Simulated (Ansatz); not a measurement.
The figure comes from a scan of TiN (rock salt): the crystal slips on the {100} plane by s times a lattice vector of 2.99 Å, atoms relaxing along the normal only, γ being the energy change per area. Calculation: r2SCAN (plane waves to 500 eV, PAW, scalar-relativistic; Ansatz, a program for electronic structure). k mesh 13×13×13 (Γ-centred), Fermi-Dirac smearing 0.05 eV. E is the zero-smearing estimate. With partly filled bands, the k mesh leaves noise in γ, roughly 0.02 J/m² as judged from a few cases. Faults lie only 6.3 Å apart, and holding the cell height raises γ above its relaxed value. TiN is run without spin polarisation. TiN was relaxed with its symmetry unable to fall. The zero of γ is zero shift.

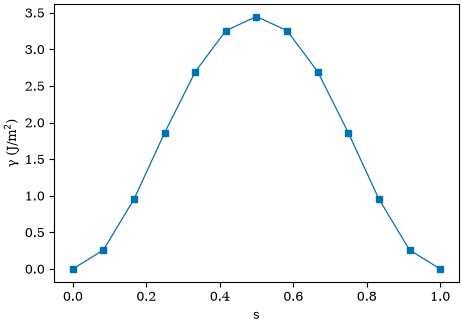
Figure: γ (J/m²) against s; markers are the computed points, lines only join them (the last repeats the first, one period on).

Q: Turn the plot into a table (rounded to what can be read).

A: To the nearest 0.05:

```
s      γ (J/m²)
-----  --------
0.000      0.00
0.083      0.25
0.167      0.95
0.250      1.85
0.333      2.70
0.417      3.25
0.500      3.45
0.583      3.25
0.667      2.70
0.750      1.85
0.833      0.95
0.917      0.25
```

(The slope of γ gives the shear force per area between the displaced halves; near zero shift its curvature is an elastic stiffness.)
